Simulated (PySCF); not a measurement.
## Run report: MoH4, single-point calculation

System: MoH4, multiplicity 3.
Method: UHF/def2-svp, mp2 (PySCF 2.14.0).

Some settings of this run were made unusual or wrong on purpose.

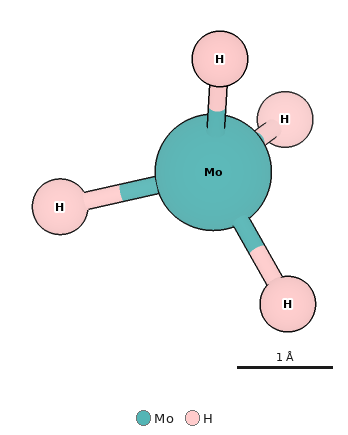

The structure (ball-and-stick view, seen at a tilt). Sticks mark near contacts. Bond lengths as drawn: H–Mo 1.69 Å.

Input file
```python
from pyscf import gto, scf, mp

mol = gto.M(
    atom='Mo 0 0 0; H 1.3765 0 0.9733; H -1.3765 0 0.9733; H 0 1.3765 -0.9733; H 0 -1.3765 -0.9734',
    basis='def2-svp',
    charge=0,
    spin=2,
    symmetry=True,
    verbose=3,
)
mf = scf.UHF(mol)
mf.level_shift = 0.3
mf = mf.newton()
mf.kernel()
mp.MP2(mf).kernel()
mf.dip_moment()
print('orbital energies (hartree):', [e[max(0, n-3):n+3].round(4) for e, n in zip(mf.mo_energy, mol.nelec)])
```

Command:
```bash
OMP_NUM_THREADS=1 python input.py
```

The program's output
```
WARN: ECP not specified. The basis set def2-svp include an ECP. Recommended ECP: def2-SVP.

converged SCF energy = -831.284313469932  <S^2> = 2.5038951  2S+1 = 3.3189728
E(UMP2) = -831.399453871088  E_corr = -0.115140401155203
E(SCS-UMP2) = -831.402551244984  E_corr = -0.1182377750515
Dipole moment(X, Y, Z, Debye): -0.00000, -0.49318, -0.34880
orbital energies (hartree): [array([-0.538 , -0.3683, -0.3683, -0.0476,  0.0736,  0.0736]), array([-0.7944, -0.7943, -0.4502, -0.0703, -0.0031, -0.0031])]
```

Outcome

```csv
quantity,value
outcome,converged
SCF energy,−831.284313 hartree
⟨S²⟩,2.504
dipole moment,0.60 D
hardware,"1 CPU thread, shared host"
wall time,1.3 s
```

What went wrong

Some settings of this run were drawn to be unusual or wrong. It converged; results that depend on the unusual settings are not reference values. Notes on the run: ECP not specified. ⟨S²⟩ is 2.50 against 2.00 for a pure state: the solution is spin-contaminated.
